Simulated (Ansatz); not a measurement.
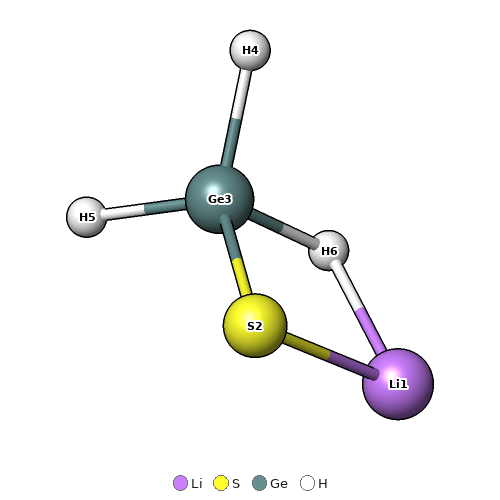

The system is GeH₃LiS (SMILES [Li][S][GeH3]) with the probe F-; the picture shows it without the atoms that are moved over the map. 
- The probe is moved over a plane parallel to the molecule's main plane, 4.36 Å above it.
- The first coordinate is: x of the probe's F atom; the second: y of the probe's F atom.
- Nothing is relaxed (molecule and probe rigid).
- Grid: 15 × 15 points. At 37 points there is no value.
- Points are written as (first, second).
- All energies are given in eV relative to molecule and probe far apart, each relaxed in its own basis (no counterpoise correction).
- All numbers below come from RKS B3LYP-D4/def2-SVPD in Ansatz.

Range: x of the probe's F atom from −3.36 to 3.36 Å; y of the probe's F atom from −3.36 to 3.36 Å.

Q: What will the energy surface look like?

A: The lowest grid point is at (2.40 Å, 1.92 Å), −0.42 eV from molecule and probe far apart, each relaxed in its own basis (no counterpoise correction). The smooth surface has its minimum beside a grid point that was not computed. The highest grid point, (−0.96 Å, −3.36 Å), lies 0.67 eV above the lowest.

| y of the probe's F atom ↓, x of the probe's F atom → | −3.36 | −2.88 | −2.40 | −1.92 | −1.44 | −0.96 | −0.48 | 0.00 | 0.48 | 0.96 | 1.44 | 1.92 | 2.40 | 2.88 | 3.36 |
| --- | --- | --- | --- | --- | --- | --- | --- | --- | --- | --- | --- | --- | --- | --- | --- |
| 3.36 | −0.08 | −0.10 | −0.12 | −0.14 | −0.17 | −0.20 | −0.23 | −0.26 | −0.30 | −0.33 | −0.35 | −0.37 | −0.38 | −0.38 | −0.37 |
| 2.88 | −0.07 | – | −0.12 | – | −0.17 | −0.20 | −0.24 | – | −0.31 | – | −0.37 | – | −0.40 | – | −0.39 |
| 2.40 | −0.07 | −0.10 | −0.12 | −0.15 | −0.17 | −0.20 | −0.24 | −0.28 | −0.32 | −0.35 | −0.38 | −0.41 | −0.42 | −0.42 | −0.41 |
| 1.92 | −0.07 | – | −0.12 | – | −0.17 | −0.20 | −0.23 | – | −0.31 | −0.35 | −0.39 | – | −0.42 | – | −0.41 |
| 1.44 | −0.06 | −0.08 | −0.11 | −0.13 | −0.15 | −0.17 | −0.21 | −0.25 | −0.29 | −0.33 | −0.37 | −0.40 | −0.41 | −0.42 | −0.41 |
| 0.96 | −0.04 | – | −0.08 | – | −0.12 | – | −0.17 | −0.21 | −0.25 | – | −0.34 | – | −0.39 | – | −0.39 |
| 0.48 | −0.01 | −0.03 | −0.04 | −0.06 | −0.07 | −0.09 | −0.12 | −0.15 | −0.20 | −0.24 | −0.29 | −0.32 | −0.35 | −0.36 | −0.36 |
| 0.00 | 0.02 | – | 0.00 | – | −0.01 | −0.03 | −0.05 | – | −0.13 | – | −0.22 | – | −0.29 | – | −0.31 |
| −0.48 | 0.06 | 0.06 | 0.06 | 0.05 | 0.05 | 0.04 | 0.02 | −0.01 | −0.05 | −0.10 | −0.15 | −0.19 | −0.22 | −0.25 | −0.26 |
| −0.96 | 0.10 | – | 0.11 | 0.11 | 0.11 | – | 0.09 | – | 0.02 | – | −0.07 | −0.12 | −0.16 | – | −0.20 |
| −1.44 | 0.13 | 0.14 | 0.15 | 0.16 | 0.16 | 0.16 | 0.15 | 0.12 | 0.09 | 0.04 | −0.01 | −0.05 | −0.09 | −0.12 | −0.15 |
| −1.92 | 0.16 | – | 0.18 | – | 0.20 | – | 0.19 | – | 0.14 | – | 0.05 | 0.01 | −0.03 | – | −0.10 |
| −2.40 | 0.18 | 0.19 | 0.21 | 0.22 | 0.23 | 0.23 | 0.22 | 0.20 | 0.17 | 0.13 | 0.09 | 0.05 | 0.01 | −0.02 | −0.05 |
| −2.88 | 0.19 | 0.20 | 0.22 | – | 0.24 | 0.24 | 0.23 | – | 0.19 | – | 0.12 | 0.08 | 0.05 | 0.01 | −0.02 |
| −3.36 | 0.19 | 0.21 | 0.22 | 0.24 | 0.24 | 0.25 | 0.24 | 0.23 | 0.20 | 0.17 | 0.14 | 0.11 | 0.07 | 0.04 | 0.01 |

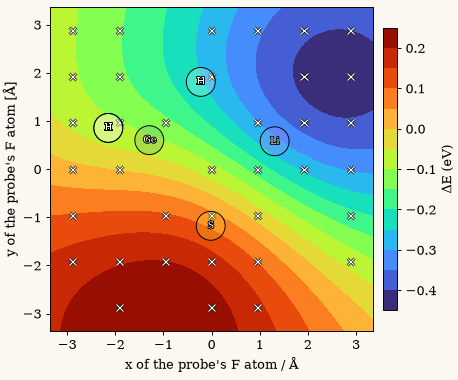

In the figure: filled contours, crosses at grid points without a value, labelled circles for the molecule's atoms, projected on the plane. Between grid points the surface is interpolated.

Time for the 188 points that were run: 39 min on 1 thread of Arm Neoverse V2, with other jobs on the host.
